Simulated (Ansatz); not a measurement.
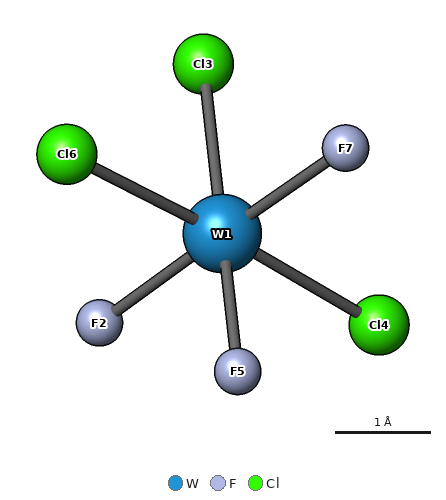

Figure 1. The structure as given in the input (ball-and-stick view, seen at a tilt; atoms are numbered from 1 in the order of the input). Sticks mark near contacts.

**Molecular dynamics, with input and output: WCl3F3 (part 1 of 2)**

- system: WCl3F3
- method: RKS B3LYP/def2-SVP (Ansatz 0.2.0)

It belongs to a series of runs on one base structure; here: dynamics from the start. Figures and captions count atoms from 1; the log counts them from 0 in places.

## Output
```
Engine: ansatz 0.2.0, aarch64-unknown-linux-gnu
Functional definition: B3LYP
  parameter a0 = 0.2
  parameter ax = 0.72
  parameter ac = 0.81
  exchange = (1 - a0 - ax)*slater_x + ax*b88_x + a0*exact_x
  correlation = (1 - ac)*vwn_rpa_c + ac*lyp_c
1286 factors; integrals over basis functions are off by at most 1.8e-4 eV
mean field evaluation 1: about -47523.3422 eV, gradient 7.5e1 eV
mean field evaluation 2: about -47366.6804 eV, gradient 3.0e2 eV
mean field evaluation 4: about -47532.9793 eV, gradient 2.7e1 eV
mean field evaluation 8: about -47534.4803 eV, gradient 6.1e-1 eV
mean field evaluation 16: about -47534.5724 eV, gradient 2.5e-4 eV
mean field -47534.57237653 eV, -1746.8633147473 hartree, gradient 3.2e-5 eV, S^2 0.000000; 0 other end points of the search recorded, 0 dependent functions left out
the calculation of the forces begins
reference -47534.57270031 eV, -1746.8633266457 hartree; 46, 46 occupied and 82, 82 virtual orbitals, 1286 factors
md step     0: t =     0.00 fs  T =   700.0 K  F+E_penalty+E_count = -47534.57237653 eV  E_kin = 0.452410 eV  conserved = -47534.11996654 eV  (34 SCF iters)
these checks for a lower state are left out or cut short: starts, cluster_reference, orbital_swaps, neighbouring_geometries, increment
1286 factors; integrals over basis functions are off by at most 1.8e-4 eV
mean field -47534.57098118 eV, -1746.8632634691 hartree, gradient 1.3e-5 eV, S^2 0.000000; 0 other end points of the search recorded, 0 dependent functions left out
the calculation of the forces begins
reference -47534.57130498 eV, -1746.8632753683 hartree; 46, 46 occupied and 82, 82 virtual orbitals, 1286 factors
md step     1: t =     1.00 fs  T =   697.9 K  F+E_penalty+E_count = -47534.57098118 eV  E_kin = 0.451021 eV  conserved = -47534.11996003 eV  (37 SCF iters)
[... from here on the SCF iterations and repeated set-up lines of each step are left out, up to the last step ...]
md step     2: t =     2.00 fs  T =   691.5 K  F+E_penalty+E_count = -47534.56687209 eV  E_kin = 0.446926 eV  conserved = -47534.11994622 eV  (37 SCF iters)
md step     3: t =     3.00 fs  T =   681.3 K  F+E_penalty+E_count = -47534.56026010 eV  E_kin = 0.440336 eV  conserved = -47534.11992611 eV  (37 SCF iters)
md step     4: t =     4.00 fs  T =   667.7 K  F+E_penalty+E_count = -47534.55145794 eV  E_kin = 0.431563 eV  conserved = -47534.11990106 eV  (37 SCF iters)
md step     5: t =     5.00 fs  T =   651.4 K  F+E_penalty+E_count = -47534.54085910 eV  E_kin = 0.421000 eV  conserved = -47534.11987249 eV  (37 SCF iters)
md step     6: t =     6.00 fs  T =   633.0 K  F+E_penalty+E_count = -47534.52891322 eV  E_kin = 0.409098 eV  conserved = -47534.11984209 eV  (37 SCF iters)
md step     7: t =     7.00 fs  T =   613.2 K  F+E_penalty+E_count = -47534.51609860 eV  E_kin = 0.396334 eV  conserved = -47534.11981188 eV  (37 SCF iters)
md step     8: t =     8.00 fs  T =   592.9 K  F+E_penalty+E_count = -47534.50289300 eV  E_kin = 0.383187 eV  conserved = -47534.11978345 eV  (37 SCF iters)
md step     9: t =     9.00 fs  T =   572.7 K  F+E_penalty+E_count = -47534.48974617 eV  E_kin = 0.370105 eV  conserved = -47534.11975833 eV  (37 SCF iters)
md step    10: t =    10.00 fs  T =   553.1 K  F+E_penalty+E_count = -47534.47705448 eV  E_kin = 0.357486 eV  conserved = -47534.11973807 eV  (38 SCF iters)
md step    11: t =    11.00 fs  T =   534.8 K  F+E_penalty+E_count = -47534.46513901 eV  E_kin = 0.345650 eV  conserved = -47534.11972350 eV  (38 SCF iters)
md step    12: t =    12.00 fs  T =   518.1 K  F+E_penalty+E_count = -47534.45423033 eV  E_kin = 0.334829 eV  conserved = -47534.11971522 eV  (38 SCF iters)
md step    13: t =    13.00 fs  T =   503.1 K  F+E_penalty+E_count = -47534.44445916 eV  E_kin = 0.325154 eV  conserved = -47534.11971330 eV  (38 SCF iters)
md step    14: t =    14.00 fs  T =   489.9 K  F+E_penalty+E_count = -47534.43585454 eV  E_kin = 0.316654 eV  conserved = -47534.11971747 eV  (38 SCF iters)
md step    15: t =    15.00 fs  T =   478.5 K  F+E_penalty+E_count = -47534.42834870 eV  E_kin = 0.309265 eV  conserved = -47534.11972697 eV  (38 SCF iters)
md step    16: t =    16.00 fs  T =   468.6 K  F+E_penalty+E_count = -47534.42178841 eV  E_kin = 0.302833 eV  conserved = -47534.11974077 eV  (37 SCF iters)
md step    17: t =    17.00 fs  T =   459.8 K  F+E_penalty+E_count = -47534.41595151 eV  E_kin = 0.297139 eV  conserved = -47534.11975764 eV  (37 SCF iters)
md step    18: t =    18.00 fs  T =   451.7 K  F+E_penalty+E_count = -47534.41056688 eV  E_kin = 0.291914 eV  conserved = -47534.11977627 eV  (34 SCF iters)
md step    19: t =    19.00 fs  T =   443.8 K  F+E_penalty+E_count = -47534.40533616 eV  E_kin = 0.286859 eV  conserved = -47534.11979502 eV  (37 SCF iters)
md step    20: t =    20.00 fs  T =   435.8 K  F+E_penalty+E_count = -47534.39995711 eV  E_kin = 0.281675 eV  conserved = -47534.11981265 eV  (37 SCF iters)
md step    21: t =    21.00 fs  T =   427.2 K  F+E_penalty+E_count = -47534.39414505 eV  E_kin = 0.276079 eV  conserved = -47534.11982790 eV  (37 SCF iters)
md step    22: t =    22.00 fs  T =   417.5 K  F+E_penalty+E_count = -47534.38765342 eV  E_kin = 0.269822 eV  conserved = -47534.11983965 eV  (37 SCF iters)
md step    23: t =    23.00 fs  T =   406.5 K  F+E_penalty+E_count = -47534.38029167 eV  E_kin = 0.262717 eV  conserved = -47534.11984692 eV  (37 SCF iters)
md step    24: t =    24.00 fs  T =   394.0 K  F+E_penalty+E_count = -47534.37194071 eV  E_kin = 0.254642 eV  conserved = -47534.11984913 eV  (37 SCF iters)
md step    25: t =    25.00 fs  T =   379.9 K  F+E_penalty+E_count = -47534.36256421 eV  E_kin = 0.245560 eV  conserved = -47534.11984575 eV  (37 SCF iters)
md step    26: t =    26.00 fs  T =   364.4 K  F+E_penalty+E_count = -47534.35221644 eV  E_kin = 0.235524 eV  conserved = -47534.11983649 eV  (37 SCF iters)
md step    27: t =    27.00 fs  T =   347.6 K  F+E_penalty+E_count = -47534.34104566 eV  E_kin = 0.224681 eV  conserved = -47534.11982161 eV  (37 SCF iters)
md step    28: t =    28.00 fs  T =   330.0 K  F+E_penalty+E_count = -47534.32929128 eV  E_kin = 0.213267 eV  conserved = -47534.11980153 eV  (37 SCF iters)
md step    29: t =    29.00 fs  T =   311.9 K  F+E_penalty+E_count = -47534.31727545 eV  E_kin = 0.201602 eV  conserved = -47534.11977698 eV  (37 SCF iters)
md step    30: t =    30.00 fs  T =   294.1 K  F+E_penalty+E_count = -47534.30538855 eV  E_kin = 0.190073 eV  conserved = -47534.11974964 eV  (37 SCF iters)
md step    31: t =    31.00 fs  T =   277.1 K  F+E_penalty+E_count = -47534.29406628 eV  E_kin = 0.179114 eV  conserved = -47534.11972107 eV  (37 SCF iters)
md step    32: t =    32.00 fs  T =   261.8 K  F+E_penalty+E_count = -47534.28376268 eV  E_kin = 0.169175 eV  conserved = -47534.11969344 eV  (37 SCF iters)
md step    33: t =    33.00 fs  T =   248.6 K  F+E_penalty+E_count = -47534.27491728 eV  E_kin = 0.160695 eV  conserved = -47534.11966890 eV  (37 SCF iters)
md step    34: t =    34.00 fs  T =   238.4 K  F+E_penalty+E_count = -47534.26792082 eV  E_kin = 0.154065 eV  conserved = -47534.11964949 eV  (37 SCF iters)
md step    35: t =    35.00 fs  T =   231.5 K  F+E_penalty+E_count = -47534.26308205 eV  E_kin = 0.149595 eV  conserved = -47534.11963710 eV  (38 SCF iters)
md step    36: t =    36.00 fs  T =   228.2 K  F+E_penalty+E_count = -47534.26059879 eV  E_kin = 0.147485 eV  conserved = -47534.11963303 eV  (38 SCF iters)
md step    37: t =    37.00 fs  T =   228.7 K  F+E_penalty+E_count = -47534.26053733 eV  E_kin = 0.147807 eV  conserved = -47534.11963803 eV  (34 SCF iters)
md step    38: t =    38.00 fs  T =   232.9 K  F+E_penalty+E_count = -47534.26282191 eV  E_kin = 0.150491 eV  conserved = -47534.11965169 eV  (38 SCF iters)
md step    39: t =    39.00 fs  T =   240.3 K  F+E_penalty+E_count = -47534.26723765 eV  E_kin = 0.155332 eV  conserved = -47534.11967322 eV  (37 SCF iters)
md step    40: t =    40.00 fs  T =   250.7 K  F+E_penalty+E_count = -47534.27344448 eV  E_kin = 0.161997 eV  conserved = -47534.11970097 eV  (37 SCF iters)
md step    41: t =    41.00 fs  T =   263.1 K  F+E_penalty+E_count = -47534.28100264 eV  E_kin = 0.170055 eV  conserved = -47534.11973280 eV  (37 SCF iters)
md step    42: t =    42.00 fs  T =   277.0 K  F+E_penalty+E_count = -47534.28940604 eV  E_kin = 0.179008 eV  conserved = -47534.11976621 eV  (37 SCF iters)
md step    43: t =    43.00 fs  T =   291.4 K  F+E_penalty+E_count = -47534.29812052 eV  E_kin = 0.188328 eV  conserved = -47534.11979873 eV  (37 SCF iters)
md step    44: t =    44.00 fs  T =   305.6 K  F+E_penalty+E_count = -47534.30662767 eV  E_kin = 0.197497 eV  conserved = -47534.11983294 eV  (38 SCF iters)
md step    45: t =    45.00 fs  T =   318.8 K  F+E_penalty+E_count = -47534.31444154 eV  E_kin = 0.206040 eV  conserved = -47534.11985716 eV  (38 SCF iters)
md step    46: t =    46.00 fs  T =   330.4 K  F+E_penalty+E_count = -47534.32116875 eV  E_kin = 0.213560 eV  conserved = -47534.11987484 eV  (38 SCF iters)
md step    47: t =    47.00 fs  T =   340.0 K  F+E_penalty+E_count = -47534.32651247 eV  E_kin = 0.219756 eV  conserved = -47534.11988500 eV  (38 SCF iters)
md step    48: t =    48.00 fs  T =   347.3 K  F+E_penalty+E_count = -47534.33029243 eV  E_kin = 0.224445 eV  conserved = -47534.11988750 eV  (38 SCF iters)
md step    49: t =    49.00 fs  T =   352.1 K  F+E_penalty+E_count = -47534.33245031 eV  E_kin = 0.227562 eV  conserved = -47534.11988251 eV  (38 SCF iters)
md step    50: t =    50.00 fs  T =   354.6 K  F+E_penalty+E_count = -47534.33304717 eV  E_kin = 0.229162 eV  conserved = -47534.11987057 eV  (38 SCF iters)
md step    51: t =    51.00 fs  T =   355.0 K  F+E_penalty+E_count = -47534.33225353 eV  E_kin = 0.229408 eV  conserved = -47534.11985314 eV  (38 SCF iters)
md step    52: t =    52.00 fs  T =   353.6 K  F+E_penalty+E_count = -47534.33033089 eV  E_kin = 0.228556 eV  conserved = -47534.11983141 eV  (38 SCF iters)
md step    53: t =    53.00 fs  T =   351.1 K  F+E_penalty+E_count = -47534.32760994 eV  E_kin = 0.226929 eV  conserved = -47534.11980716 eV  (38 SCF iters)
md step    54: t =    54.00 fs  T =   348.0 K  F+E_penalty+E_count = -47534.32446347 eV  E_kin = 0.224897 eV  conserved = -47534.11978221 eV  (37 SCF iters)
md step    55: t =    55.00 fs  T =   344.8 K  F+E_penalty+E_count = -47534.32127765 eV  E_kin = 0.222842 eV  conserved = -47534.11975838 eV  (37 SCF iters)
md step    56: t =    56.00 fs  T =   342.2 K  F+E_penalty+E_count = -47534.31842302 eV  E_kin = 0.221134 eV  conserved = -47534.11973742 eV  (35 SCF iters)
md step    57: t =    57.00 fs  T =   340.6 K  F+E_penalty+E_count = -47534.31622701 eV  E_kin = 0.220101 eV  conserved = -47534.11972078 eV  (37 SCF iters)
md step    58: t =    58.00 fs  T =   340.4 K  F+E_penalty+E_count = -47534.31495002 eV  E_kin = 0.220007 eV  conserved = -47534.11970945 eV  (38 SCF iters)
md step    59: t =    59.00 fs  T =   342.0 K  F+E_penalty+E_count = -47534.31476757 eV  E_kin = 0.221032 eV  conserved = -47534.11970447 eV  (38 SCF iters)
md step    60: t =    60.00 fs  T =   345.4 K  F+E_penalty+E_count = -47534.31575706 eV  E_kin = 0.223260 eV  conserved = -47534.11970579 eV  (38 SCF iters)
md step    61: t =    61.00 fs  T =   350.7 K  F+E_penalty+E_count = -47534.31789424 eV  E_kin = 0.226675 eV  conserved = -47534.11971346 eV  (38 SCF iters)
md step    62: t =    62.00 fs  T =   357.7 K  F+E_penalty+E_count = -47534.32105478 eV  E_kin = 0.231159 eV  conserved = -47534.11972676 eV  (37 SCF iters)
md step    63: t =    63.00 fs  T =   365.9 K  F+E_penalty+E_count = -47534.32502394 eV  E_kin = 0.236505 eV  conserved = -47534.11974468 eV  (37 SCF iters)
md step    64: t =    64.00 fs  T =   375.1 K  F+E_penalty+E_count = -47534.32951135 eV  E_kin = 0.242429 eV  conserved = -47534.11976587 eV  (37 SCF iters)
md step    65: t =    65.00 fs  T =   384.6 K  F+E_penalty+E_count = -47534.33417059 eV  E_kin = 0.248590 eV  conserved = -47534.11978922 eV  (37 SCF iters)
md step    66: t =    66.00 fs  T =   393.9 K  F+E_penalty+E_count = -47534.33862012 eV  E_kin = 0.254609 eV  conserved = -47534.11981319 eV  (37 SCF iters)
md step    67: t =    67.00 fs  T =   402.4 K  F+E_penalty+E_count = -47534.34246649 eV  E_kin = 0.260092 eV  conserved = -47534.11983630 eV  (37 SCF iters)
md step    68: t =    68.00 fs  T =   409.5 K  F+E_penalty+E_count = -47534.34532720 eV  E_kin = 0.264655 eV  conserved = -47534.11985726 eV  (37 SCF iters)
md step    69: t =    69.00 fs  T =   414.6 K  F+E_penalty+E_count = -47534.34685207 eV  E_kin = 0.267941 eV  conserved = -47534.11987480 eV  (37 SCF iters)
md step    70: t =    70.00 fs  T =   417.2 K  F+E_penalty+E_count = -47534.34674335 eV  E_kin = 0.269645 eV  conserved = -47534.11988789 eV  (37 SCF iters)
md step    71: t =    71.00 fs  T =   417.0 K  F+E_penalty+E_count = -47534.34477348 eV  E_kin = 0.269529 eV  conserved = -47534.11989571 eV  (37 SCF iters)
md step    72: t =    72.00 fs  T =   413.8 K  F+E_penalty+E_count = -47534.34080010 eV  E_kin = 0.267439 eV  conserved = -47534.11989752 eV  (37 SCF iters)
md step    73: t =    73.00 fs  T =   407.4 K  F+E_penalty+E_count = -47534.33477820 eV  E_kin = 0.263315 eV  conserved = -47534.11989274 eV  (37 SCF iters)
md step    74: t =    74.00 fs  T =   398.0 K  F+E_penalty+E_count = -47534.32676858 eV  E_kin = 0.257203 eV  conserved = -47534.11988112 eV  (37 SCF iters)
md step    75: t =    75.00 fs  T =   385.7 K  F+E_penalty+E_count = -47534.31694160 eV  E_kin = 0.249260 eV  conserved = -47534.11986284 eV  (35 SCF iters)
md step    76: t =    76.00 fs  T =   371.0 K  F+E_penalty+E_count = -47534.30557503 eV  E_kin = 0.239749 eV  conserved = -47534.11983848 eV  (37 SCF iters)
md step    77: t =    77.00 fs  T =   354.4 K  F+E_penalty+E_count = -47534.29304502 eV  E_kin = 0.229033 eV  conserved = -47534.11980907 eV  (37 SCF iters)
md step    78: t =    78.00 fs  T =   336.6 K  F+E_penalty+E_count = -47534.27980975 eV  E_kin = 0.217560 eV  conserved = -47534.11977627 eV  (37 SCF iters)
md step    79: t =    79.00 fs  T =   318.5 K  F+E_penalty+E_count = -47534.26638430 eV  E_kin = 0.205838 eV  conserved = -47534.11974193 eV  (37 SCF iters)
md step    80: t =    80.00 fs  T =   300.8 K  F+E_penalty+E_count = -47534.25330931 eV  E_kin = 0.194402 eV  conserved = -47534.11970842 eV  (37 SCF iters)
md step    81: t =    81.00 fs  T =   284.4 K  F+E_penalty+E_count = -47534.24111326 eV  E_kin = 0.183780 eV  conserved = -47534.11967831 eV  (37 SCF iters)
md step    82: t =    82.00 fs  T =   269.9 K  F+E_penalty+E_count = -47534.23027239 eV  E_kin = 0.174453 eV  conserved = -47534.11965408 eV  (37 SCF iters)
md step    83: t =    83.00 fs  T =   258.1 K  F+E_penalty+E_count = -47534.22117160 eV  E_kin = 0.166813 eV  conserved = -47534.11963783 eV  (38 SCF iters)
md step    84: t =    84.00 fs  T =   249.3 K  F+E_penalty+E_count = -47534.21407110 eV  E_kin = 0.161134 eV  conserved = -47534.11963100 eV  (38 SCF iters)
md step    85: t =    85.00 fs  T =   243.8 K  F+E_penalty+E_count = -47534.20908253 eV  E_kin = 0.157541 eV  conserved = -47534.11963424 eV  (38 SCF iters)
md step    86: t =    86.00 fs  T =   241.4 K  F+E_penalty+E_count = -47534.20615809 eV  E_kin = 0.156005 eV  conserved = -47534.11964721 eV  (37 SCF iters)
md step    87: t =    87.00 fs  T =   241.9 K  F+E_penalty+E_count = -47534.20509419 eV  E_kin = 0.156341 eV  conserved = -47534.11966868 eV  (37 SCF iters)
md step    88: t =    88.00 fs  T =   244.8 K  F+E_penalty+E_count = -47534.20554934 eV  E_kin = 0.158223 eV  conserved = -47534.11969632 eV  (37 SCF iters)
md step    89: t =    89.00 fs  T =   249.5 K  F+E_penalty+E_count = -47534.20707609 eV  E_kin = 0.161221 eV  conserved = -47534.11972828 eV  (37 SCF iters)
md step    90: t =    90.00 fs  T =   255.0 K  F+E_penalty+E_count = -47534.20915829 eV  E_kin = 0.164828 eV  conserved = -47534.11976115 eV  (37 SCF iters)
md step    91: t =    91.00 fs  T =   260.7 K  F+E_penalty+E_count = -47534.21125734 eV  E_kin = 0.168514 eV  conserved = -47534.11979224 eV  (37 SCF iters)
md step    92: t =    92.00 fs  T =   265.8 K  F+E_penalty+E_count = -47534.21285565 eV  E_kin = 0.171761 eV  conserved = -47534.11981891 eV  (38 SCF iters)
md step    93: t =    93.00 fs  T =   269.4 K  F+E_penalty+E_count = -47534.21349758 eV  E_kin = 0.174110 eV  conserved = -47534.11983926 eV  (37 SCF iters)
md step    94: t =    94.00 fs  T =   271.1 K  F+E_penalty+E_count = -47534.21282261 eV  E_kin = 0.175191 eV  conserved = -47534.11985188 eV  (35 SCF iters)
md step    95: t =    95.00 fs  T =   270.4 K  F+E_penalty+E_count = -47534.21058978 eV  E_kin = 0.174749 eV  conserved = -47534.11985592 eV  (37 SCF iters)
md step    96: t =    96.00 fs  T =   267.2 K  F+E_penalty+E_count = -47534.20669228 eV  E_kin = 0.172661 eV  conserved = -47534.11985123 eV  (37 SCF iters)
md step    97: t =    97.00 fs  T =   261.4 K  F+E_penalty+E_count = -47534.20116164 eV  E_kin = 0.168941 eV  conserved = -47534.11983825 eV  (38 SCF iters)
md step    98: t =    98.00 fs  T =   253.3 K  F+E_penalty+E_count = -47534.19416260 eV  E_kin = 0.163733 eV  conserved = -47534.11981804 eV  (37 SCF iters)
md step    99: t =    99.00 fs  T =   243.4 K  F+E_penalty+E_count = -47534.18597890 eV  E_kin = 0.157304 eV  conserved = -47534.11979187 eV  (37 SCF iters)
these checks for a lower state are left out or cut short: starts, cluster_reference, orbital_swaps, neighbouring_geometries, increment
1287 factors; integrals over basis functions are off by at most 1.8e-4 eV
mean field -47534.17699269 eV, -1746.8487846588 hartree, gradient 1.2e-5 eV, S^2 0.000000; 0 other end points of the search recorded, 0 dependent functions left out
the calculation of the forces begins
reference -47534.17731445 eV, -1746.8487964834 hartree; 46, 46 occupied and 82, 82 virtual orbitals, 1287 factors
1287 factors; integrals over basis functions are off by at most 1.8e-4 eV
mean field evaluation 832: about -47359.9272 eV, gradient 2.9e2 eV
mean field -47534.17699269 eV, -1746.8487846588 hartree, gradient 1.2e-5 eV, S^2 0.000000; 1 other end points of the search recorded, 0 dependent functions left out
the calculation of the forces begins
reference -47534.17731445 eV, -1746.8487964834 hartree; 46, 46 occupied and 82, 82 virtual orbitals, 1287 factors
md step   100: t =   100.00 fs  T =   232.1 K  F+E_penalty+E_count = -47534.17699269 eV  E_kin = 0.150023 eV  conserved = -47534.11976159 eV  (35 SCF iters)
```

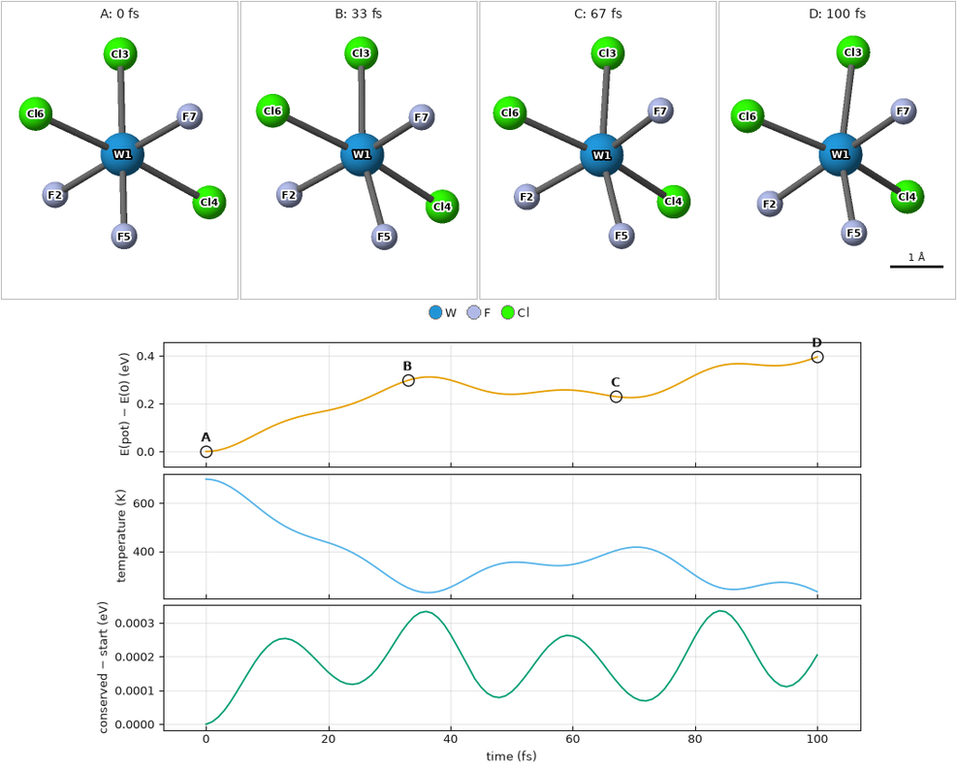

Figure 2. Frames of the molecular dynamics (ball-and-stick, seen at a tilt) above the curves, on which the letters mark them. The trajectory kept here has 101 frames over 100 fs. The temperature starts at 700 K, ranges from 228 to 700 K and averages 324 K over the second half. The potential energy ends 0.395 eV above its first value. The conserved quantity stays within 0.00034 eV. After an unweighted best fit of the last frame on the first, the root-mean-square displacement is 0.29 Å.

```
Total energy: -47534.17731445 eV, -1746.8487964834 hartree
Atom 0 at     0.019829    -0.007804    -0.029550 Å, force     0.609807    -0.131510    -1.015955 eV/Å
Atom 1 at    -0.305872    -0.066998     1.785255 Å, force     0.150948     0.033107     0.755671 eV/Å
Atom 2 at     2.324926     0.212909    -0.247252 Å, force    -0.056440    -0.769587     0.241500 eV/Å
Atom 3 at     0.219515     2.270850     0.343482 Å, force    -0.785976     0.178164    -0.308862 eV/Å
Atom 4 at    -1.829695     0.038364    -0.264887 Å, force     0.135486     0.367309    -0.238392 eV/Å
Atom 5 at     0.029310    -2.298756     0.263687 Å, force     0.302687     0.017016    -0.232116 eV/Å
Atom 6 at     0.059037    -0.241055    -1.906010 Å, force    -0.356512     0.305501     0.798154 eV/Å
Dipole moment:     0.128069     0.021407     0.056101 e Å
```
